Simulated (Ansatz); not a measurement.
# BBrClH₃Si: geometry and vibrations

Aim: relax BBrClH₃Si from a cheap starting geometry, check the end point by its vibrations and derive ideal-gas thermochemistry.

Method: RKS PBE0-D4/def2-TZVP; program: Ansatz 0.2.0, Gaussian basis.

Levels to be run: relaxation at PBE-D4/def2-SVP; relaxation at PBE0-D4/def2-TZVP; harmonic vibrations at the same level.

1 further run of the same task is left out (set aside as unsound or not needed).

### Step 1. The system as given

SMILES `Cl[SiH2]BBr`, 7 atoms, charge 0, spin multiplicity 1.

Atoms are counted from 1 here; the program's logs count them from 0.

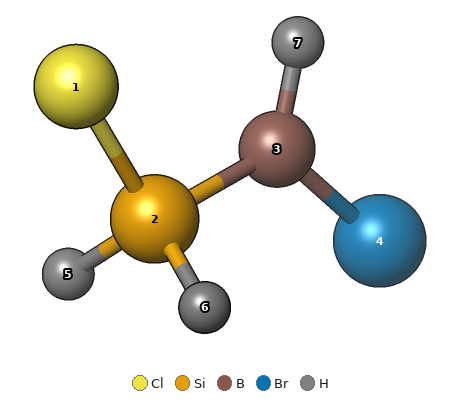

Start geometry, drawn with chlorine yellow, silicon amber, boron brown, bromine blue, hydrogen grey; atoms are numbered from 1 in the order of the file.

The start is a force-field geometry with small random shifts, so a cheaper pass at PBE-D4/def2-SVP comes first.

### Step 2. Optimising with PBE-D4/def2-SVP (cheap first pass)

in.yaml reads:

```yaml
crystal:
  periodic: [false, false, false]
  atoms:
    - {symbol: Cl, position_ang: [0.350400, 2.422800, 0.233100]}
    - {symbol: Si, position_ang: [-0.572500, 0.561600, 0.169900]}
    - {symbol: B, position_ang: [0.756400, -0.755000, -0.257800]}
    - {symbol: Br, position_ang: [0.368100, -2.678300, -0.374100]}
    - {symbol: H, position_ang: [-1.613000, 0.522500, -0.879400]}
    - {symbol: H, position_ang: [-1.161900, 0.275900, 1.480000]}
    - {symbol: H, position_ang: [1.933900, -0.417400, -0.417500]}
basis:
  gaussian: {orbitals: def2-SVP}
hamiltonian: {xc: pbe, dispersion: d4}
relax: {f_tol: 0.03, max_steps: 200}
```

Run with:

```
$ ansatz run in.yaml --threads 2 --pin off --events-out ev --progress --plain --max-ram 4352MiB
```

Standard output, shortened:

```text
Functional definition: PBE
  name "PBE"
  cite "Perdew, Burke & Ernzerhof, Phys. Rev. Lett. 77, 3865 (1996) doi:10.1103/PhysRevLett.77.3865"
  parent pbe
[...]
1064 factors; their error is unknown
[...]
mean field -91136.56947699 eV, -3349.2071536940 hartree, gradient 2.8e-5 eV, S^2 0.000000; 0 other end points of the search recorded, 0 dependent functions left out
[...]
reference -91136.56950947 eV, -3349.2071548876 hartree; 37, 37 occupied and 60, 60 virtual orbitals, 1064 factors
relax step   1: F+E_penalty+E_count = -91136.75222785 eV  Δ(F+E_penalty+E_count) = +0.000e0 eV  max|allowed force component| = 1.642e0 eV/Å  Δτ_max = 0.0000 Å  (25 SCF iters, accepted)
[...]
relax step   5: F+E_penalty+E_count = -91136.92725865 eV  Δ(F+E_penalty+E_count) = -9.648e-4 eV  max|allowed force component| = 6.792e-2 eV/Å  Δτ_max = 0.0199 Å  (27 SCF iters, accepted)
[...]
relax step   6: F+E_penalty+E_count = -91136.92783473 eV  Δ(F+E_penalty+E_count) = -5.761e-4 eV  max|allowed force component| = 7.567e-3 eV/Å  Δτ_max = 0.0187 Å  (27 SCF iters, accepted)
1064 factors; their error is unknown
[...]
mean field -91136.74687984 eV, -3349.2136731282 hartree, gradient 8.0e-6 eV, S^2 0.000000; 1 other end points of the search recorded, 0 dependent functions left out
[...]
reference -91136.74691263 eV, -3349.2136743335 hartree; 37, 37 occupied and 60, 60 virtual orbitals, 1064 factors
Total energy: -91136.92786752 eV, -3349.2203243030 hartree
Atom 0 at     0.230901     2.510504     0.254257 Å, force     0.000715     0.000963    -0.000416 eV/Å
Atom 1 at    -0.558793     0.574625     0.169190 Å, force    -0.002450    -0.002702     0.001001 eV/Å
Atom 2 at     0.867895    -0.787054    -0.261389 Å, force    -0.004278     0.007567     0.001550 eV/Å
Atom 3 at     0.312698    -2.611304    -0.354004 Å, force    -0.000591     0.002292     0.000071 eV/Å
Atom 4 at    -1.637019     0.547774    -0.882136 Å, force     0.001012    -0.001675    -0.000041 eV/Å
Atom 5 at    -1.195511     0.263170     1.497973 Å, force     0.001320    -0.001601    -0.001177 eV/Å
Atom 6 at     2.041228    -0.565615    -0.469693 Å, force     0.004271    -0.004844    -0.000987 eV/Å
Dipole moment:    -0.032095    -0.284438    -0.028185 e Å
```

Run time: 8 s. Hardware: 2 threads of INTEL XEON PLATINUM 8581C at 2.30GHz, shared host.

The steps of the relaxation:

```csv
step,energy from step 1 (eV),largest force component (eV/Å)
1,0.0000,1.6419
2,-0.1482,0.6478
3,-0.1713,0.1148
4,-0.1741,0.0631
5,-0.1750,0.0679
6,-0.1756,0.0076
```

Close pairs (by a distance rule), those that changed most:

```csv
bond,before (Å),after (Å),change (Å)
Si2–B3,1.919,2.019,+0.100
B3–Br4,1.966,1.909,-0.056
Si2–H6,1.465,1.506,+0.041
Si2–H5,1.478,1.506,+0.028
B3–H7,1.235,1.212,-0.023
Cl1–Si2,2.078,2.092,+0.014
```

### Step 3. Optimising with PBE0-D4/def2-TZVP

in.yaml reads:

```yaml
crystal:
  periodic: [false, false, false]
  atoms:
    - {symbol: Cl, position_ang: [0.230901, 2.510504, 0.254257]}
    - {symbol: Si, position_ang: [-0.558793, 0.574625, 0.169190]}
    - {symbol: B, position_ang: [0.867895, -0.787054, -0.261389]}
    - {symbol: Br, position_ang: [0.312698, -2.611304, -0.354004]}
    - {symbol: H, position_ang: [-1.637019, 0.547774, -0.882136]}
    - {symbol: H, position_ang: [-1.195511, 0.263170, 1.497973]}
    - {symbol: H, position_ang: [2.041228, -0.565615, -0.469693]}
basis:
  gaussian: {orbitals: def2-TZVP}
hamiltonian: {xc: pbe0, dispersion: d4}
relax: {f_tol: 0.005, max_steps: 150}
```

The command is unchanged.

Standard output, shortened:

```text
Functional definition: PBE0
  name "PBE0"
  cite "Adamo & Barone, J. Chem. Phys. 110, 6158 (1999) doi:10.1063/1.478522"
  cite "Perdew, Burke & Ernzerhof, Phys. Rev. Lett. 77, 3865 (1996) doi:10.1103/PhysRevLett.77.3865"
  parent pbe
[...]
1250 factors; their error is unknown
[...]
mean field -91157.63305686 eV, -3349.9812259767 hartree, gradient 1.6e-5 eV, S^2 0.000000; 0 other end points of the search recorded, 0 dependent functions left out
[...]
reference -91157.63308841 eV, -3349.9812271361 hartree; 37, 37 occupied and 134, 134 virtual orbitals, 1250 factors
relax step   1: F+E_penalty+E_count = -91157.78808102 eV  Δ(F+E_penalty+E_count) = +0.000e0 eV  max|allowed force component| = 5.006e-1 eV/Å  Δτ_max = 0.0000 Å  (26 SCF iters, accepted)
[...]
reference -91157.65652617 eV, -3349.9820884579 hartree; 37, 37 occupied and 134, 134 virtual orbitals, 1250 factors
Total energy: -91157.81252803 eV, -3349.9878214204 hartree
Atom 0 at     0.213434     2.483234     0.253669 Å, force    -0.002355     0.001599     0.000488 eV/Å
Atom 1 at    -0.557282     0.572622     0.168522 Å, force     0.003813     0.000322    -0.001203 eV/Å
Atom 2 at     0.864652    -0.780540    -0.260240 Å, force     0.001371    -0.001288     0.000473 eV/Å
Atom 3 at     0.310426    -2.593697    -0.352369 Å, force    -0.002528     0.002049     0.000172 eV/Å
Atom 4 at    -1.613153     0.549412    -0.876093 Å, force    -0.001105    -0.000839    -0.000949 eV/Å
Atom 5 at    -1.174199     0.267157     1.484661 Å, force    -0.000218    -0.001022     0.001277 eV/Å
Atom 6 at     2.017521    -0.566088    -0.463951 Å, force     0.001021    -0.000821    -0.000258 eV/Å
Dipole moment:    -0.014395    -0.217096    -0.024057 e Å
```

Wall time 16 s (2 threads of INTEL XEON PLATINUM 8581C at 2.30GHz, shared host); peak memory 0.49 GiB.

Step by step:

```csv
step,energy from step 1 (eV),largest force component (eV/Å)
1,0.0000,0.5006
2,-0.0226,0.1378
3,-0.0243,0.0199
4,-0.0244,0.0038
```

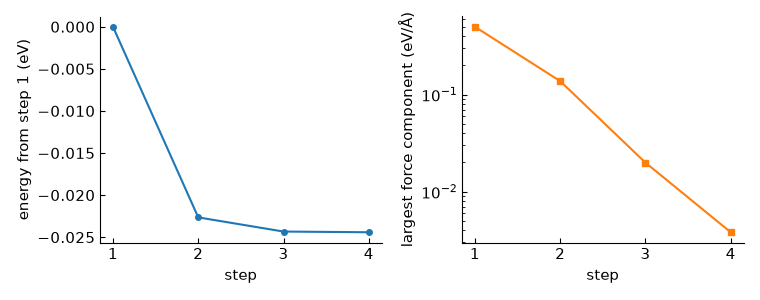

Energy and largest force along the relaxation.

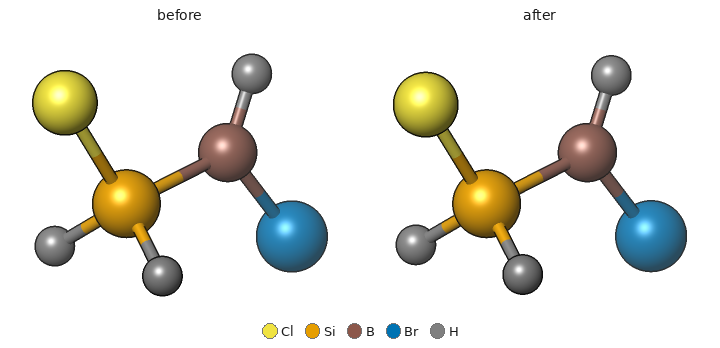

Before and after, at one scale.

Close pairs (by a distance rule), those that changed most:

```csv
bond,before (Å),after (Å),change (Å)
Cl1–Si2,2.092,2.062,-0.031
B3–H7,1.212,1.190,-0.022
Si2–H6,1.506,1.485,-0.021
Si2–H5,1.506,1.485,-0.021
B3–Br4,1.909,1.898,-0.011
Si2–B3,2.019,2.009,-0.009
```

Mulliken charges of the relaxed molecule (report file):

```csv
atom,value (e)
Cl1,-0.25
Si2,0.23
B3,0.01
Br4,-0.05
H5,0.00
H6,0.00
H7,0.07
```

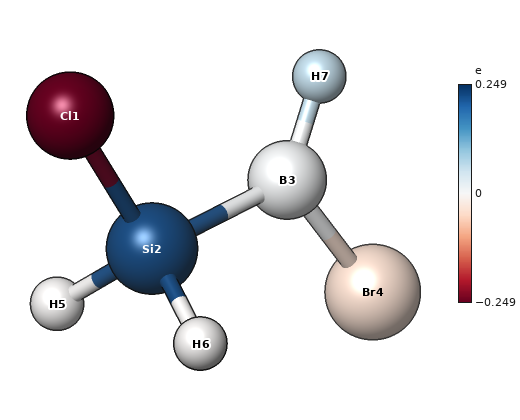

Mulliken charges of the relaxed molecule (report file), as colours on the atoms.

### Step 4. Force constants and modes

in.yaml reads:

```yaml
crystal:
  periodic: [false, false, false]
  atoms:
    - {symbol: Cl, position_ang: [0.213434, 2.483234, 0.253669]}
    - {symbol: Si, position_ang: [-0.557282, 0.572622, 0.168522]}
    - {symbol: B, position_ang: [0.864652, -0.780540, -0.260240]}
    - {symbol: Br, position_ang: [0.310426, -2.593697, -0.352369]}
    - {symbol: H, position_ang: [-1.613153, 0.549412, -0.876093]}
    - {symbol: H, position_ang: [-1.174199, 0.267157, 1.484661]}
    - {symbol: H, position_ang: [2.017521, -0.566088, -0.463951]}
basis:
  gaussian: {orbitals: def2-TZVP}
hamiltonian: {xc: pbe0, dispersion: d4}
phonons: {temperatures: {t_min: 298.15, t_max: 900, t_step: 200}}
```

Same command.

Standard output, shortened:

```text
Functional definition: PBE0
  name "PBE0"
  cite "Adamo & Barone, J. Chem. Phys. 110, 6158 (1999) doi:10.1063/1.478522"
  cite "Perdew, Burke & Ernzerhof, Phys. Rev. Lett. 77, 3865 (1996) doi:10.1103/PhysRevLett.77.3865"
  parent pbe
[...]
1250 factors; their error is unknown
[...]
mean field -91157.65649499 eV, -3349.9820873122 hartree, gradient 1.7e-5 eV, S^2 0.000000; 0 other end points of the search recorded, 0 dependent functions left out
[...]
reference -91157.65652638 eV, -3349.9820884657 hartree; 37, 37 occupied and 134, 134 virtual orbitals, 1250 factors
[...]
1250 factors; their error is unknown
mean field -91157.65647703 eV, -3349.9820866522 hartree, gradient 8.3e-7 eV, S^2 0.000000; 0 other end points of the search recorded, 0 dependent functions left out
[...]
reference -91157.65650843 eV, -3349.9820878058 hartree; 37, 37 occupied and 134, 134 virtual orbitals, 1250 factors
[...]
Total energy: -91157.81252822 eV, -3349.9878214276 hartree
Atom 0 at     0.213434     2.483234     0.253669 Å, force    -0.002356     0.001593     0.000488 eV/Å
Atom 1 at    -0.557282     0.572622     0.168522 Å, force     0.003802     0.000332    -0.001214 eV/Å
Atom 2 at     0.864652    -0.780540    -0.260240 Å, force     0.001352    -0.001304     0.000477 eV/Å
Atom 3 at     0.310426    -2.593697    -0.352369 Å, force    -0.002524     0.002061     0.000172 eV/Å
Atom 4 at    -1.613153     0.549412    -0.876093 Å, force    -0.001093    -0.000840    -0.000938 eV/Å
Atom 5 at    -1.174199     0.267157     1.484661 Å, force    -0.000217    -0.001023     0.001276 eV/Å
Atom 6 at     2.017521    -0.566088    -0.463951 Å, force     0.001037    -0.000819    -0.000261 eV/Å
Dipole moment:    -0.014394    -0.217096    -0.024057 e Å
Vibrations: 30.52 96.28 165.45 380.00 539.96 608.22 668.09 750.25 760.44 821.32 918.87 1019.80 2224.65 2231.21 2670.90 cm⁻¹, zero-point energy 0.860820 eV
```

Run time: 1.7 min. Hardware: 2 threads of INTEL XEON PLATINUM 8581C at 2.30GHz, shared host; peak memory 0.48 GiB.

Motions are named by where the mode's potential energy lies. Wavenumbers, unscaled:

```csv
mode,cm⁻¹,motion
1,31,torsion
2,96,bend
3,165,bend
4,380,bend with torsion
5,540,Si–Cl stretch
6,608,Si–B and B–Br stretch
7,668,torsion with bend
8,750,B–Br and Si–B stretch
9,760,bend with torsion
10,821,bend
11,919,bend with torsion
12,1020,bend
13,2225,Si–H stretch
14,2231,Si–H stretch
15,2671,B–H stretch
```

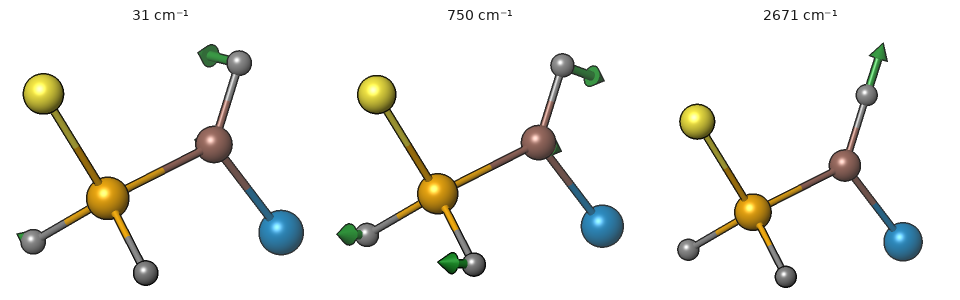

How the atoms move in 3 of the modes.

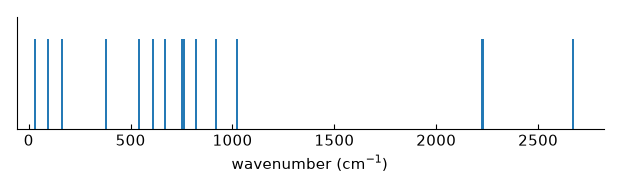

The harmonic wavenumbers as sticks (no intensities were computed).

From these modes and the moments of inertia (298.15 K, 1 bar, symmetry number 1):

```csv
term,value
zero-point energy,19.9 kcal/mol
H(298) − E,24.3 kcal/mol
"entropy, translation",171.9 J/(mol K)
"entropy, rotation",117.5 J/(mol K)
"entropy, vibration",63.2 J/(mol K)
"entropy, total",352.6 J/(mol K)
```

### Step 5. What came out

```
                  quantity            value
               point group               Cs
                     steps            6 + 4
shift from the start (rms)          0.106 Å
              total energy   -91157.8125 eV
           dispersion term         -156 meV
             dipole moment           1.05 D
lowest, highest wavenumber    31, 2671 cm⁻¹
         zero-point energy    19.9 kcal/mol
       entropy at 298.15 K  352.6 J/(mol K)
```

In words: The atoms moved 0.11 Å (rms) from the start; the bond that changed most is Si2–B3, from 1.919 to 2.009 Å. No mode is imaginary: a true minimum at this level. The stiffest mode, 2671 cm⁻¹, is a B–H stretch, and 3 modes under 200 cm⁻¹ make the vibrational entropy uncertain. Harmonic hybrid wavenumbers usually lie a few per cent above measured fundamentals. The largest Mulliken charge, -0.25 e, sits on Cl1.
